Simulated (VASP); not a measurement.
Band structure of KZnF3 (space group Pm-3m). Calculation: PBE GGA, VASP's PBE PAW potentials (set 64) (plane waves; VASP 6.6.1).

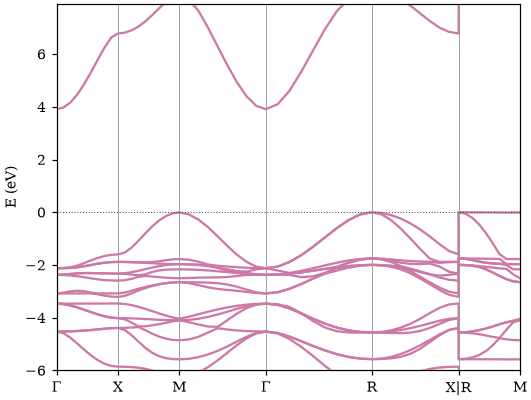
Figure. Bands along high-symmetry lines, zero at the valence-band maximum or, without a gap, the Fermi level

Q: Read the plot: is there a gap, and where are the band edges?

A: The gap is indirect, 3.91 eV, from the valence maximum at R to the conduction minimum at Γ.

The structure is a typed KZnF3 crystal (Pm-3m). The cell was not relaxed at this level.
